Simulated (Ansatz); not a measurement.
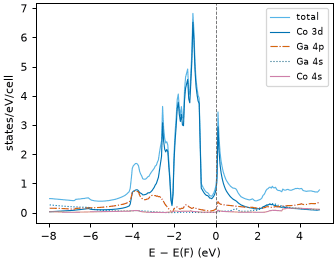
Total and projected density of states of GaCo (CsCl type, Pm-3m), plane-wave PAW PBE (Ansatz code)

### Question
Which orbitals carry the states next to the Fermi level?

### Answer
Within 0.5 eV of the Fermi level: Co 3d 80 %, Ga 4p 14 %. Projections are on Löwdin-orthogonalised atomic valence shells; empty p or d shells of many metals are not among them.

### Question
Where is the tallest occupied peak in this window, and what makes it?

### Answer
Near -1.1 eV, about 6.8 states/eV per cell; the largest projected share is Co 3d.

The cell was relaxed with PBE under the symmetry of its start. The workflow began spin-polarised and lost its moments. The cell computed holds one magnetic atom, so no antiferromagnetic order was within reach. Scalar-relativistic: spin–orbit coupling is off unless named, which matters more the heavier the elements.

Potentials: the earlier of the program's two PAW sets.
